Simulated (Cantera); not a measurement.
Charge: 1 mol V2O3, 140 mol H2, equilibrated at 0.133 bar.

These are equilibrium values from Cantera (NASA tables, ideal gas, pure condensed phases), not measurements of a reactor. Candidate condensed phases: H2O, V, VO, V2O3, V2O4, V2O5; 12 gas species. Mutual solubility and eutectic melting of coexisting phases are not modelled. VO: taken at fixed stoichiometry. Condensed phases not in the tables: the oxides between V2O3 and V2O5 other than VO2. Rates play no part.

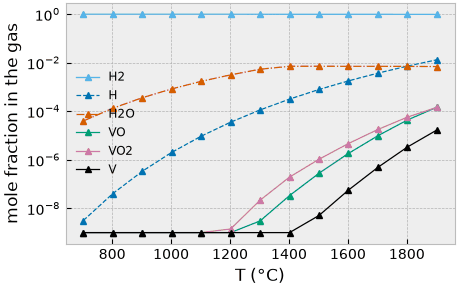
Figure: Equilibrium gas composition (values under 1e-9 drawn at 1e-9)

From 702 °C to 1302 °C the condensed part is VO(s) + V2O3(s). From 1402 °C to 1702 °C the condensed part is VO(s). From 1802 °C to 1902 °C the condensed part is VO(l).
